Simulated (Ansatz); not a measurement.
## C2H2O (ethenone): a line through the functionals

The species is C2H2O (5 atoms), meant as a singlet with charge 0. As SMILES, `C=C=O`. The shape is that of a PBE0-D4/def2-TZVP optimisation.

The HOMO–LUMO gap y, in eV, basis aug-cc-pVDZ; a is the functional's share of exact exchange. Programs: Ansatz 0.2.0.

| functional | program | a | y (eV) |
| --- | --- | --- | --- |
| revPBE | Ansatz | 0 | 3.78 |
| r2SCAN | Ansatz | 0 | 4.29 |
| B3LYP | Ansatz | 0.2 | 5.65 |
| r2SCAN0 | Ansatz | 0.25 | ? |
| PBE0 | Ansatz | 0.25 | 6.15 |
| BHLYP | Ansatz | 0.5 | 8.42 |

**Question.** Fit y = c + s·a to the known rows and predict r2SCAN0.

**Answer.** 
1. Means of the 5 rows: a = 0.1900, y = 5.658.
2. Σ(Δa)² = 0.172, Σ(Δa·Δy) = 1.5024, so the slope is 1.5024/0.172 = 8.7349.
3. Intercept: 5.658 − (8.7349) × 0.1900 = 3.998. The largest residual of the fit is 0.29.
4. r2SCAN0: 3.998 + (8.7349) × 0.25 = 6.18 eV.

The run gave 6.50 eV, so the prediction is off by -0.32 eV, about the largest residual. Exact exchange lowers occupied levels and raises empty ones. The rows mix families of semi-local functionals, which the line can't see.

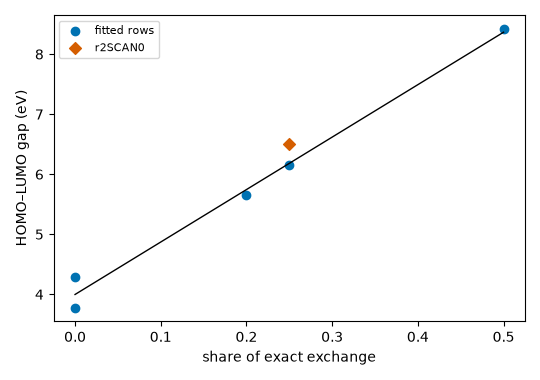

The fitted line, with the withheld row.
